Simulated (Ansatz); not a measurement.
```cif
data_structure
_symmetry_space_group_name_H-M 'P 1'
_symmetry_Int_Tables_number 1
_cell_length_a 4.0926
_cell_length_b 4.0926
_cell_length_c 5.8035
_cell_angle_alpha 90.000
_cell_angle_beta 90.000
_cell_angle_gamma 90.000
_cell_volume 97.21
loop_
_atom_site_label
_atom_site_type_symbol
_atom_site_fract_x
_atom_site_fract_y
_atom_site_fract_z
_atom_site_occupancy
P1 P 0.00000 0.00000 0.00000 1
Ga1 Ga 0.00000 0.50000 0.77597 1
Sb1 Sb 0.50000 0.50000 0.50000 1
Ga2 Ga 0.50000 0.00000 0.22403 1
```

Space group P-4m2; started from the ordered alloy on zincblende lattice prototype, which need not be the ambient phase.

All numbers below come from Ansatz, DFT, r2SCAN, plane waves, PAW.

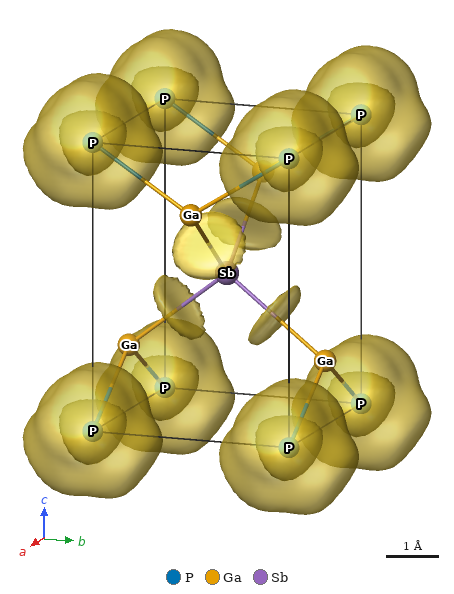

Ga2SbP. Isosurface of the electron localisation function at 0.65 (yellow), seen slightly off an axis. Core shells and regions of very low density are left out. Sticks mark near contacts.

In a PAW calculation such maps are meaningful between the atoms, not at the nuclei.

What do the ELF domains correspond to?

Answer. The surface consists of four regions between bonded Ga–Sb atoms (shared pairs) and one region on P in which the atom's valence shell and bonds are merged, counted in one cell of 4 atoms. Regions shared between cells count once. Along the contacts the grid gives the following. Ga–P (2.42 Å): the ELF peaks at about 0.90 in the valence shell of P, 0.9 Å from its nucleus, and is about 0.80 at the midpoint. Ga–Sb (2.60 Å): the ELF peaks at about 0.75 between the atoms.
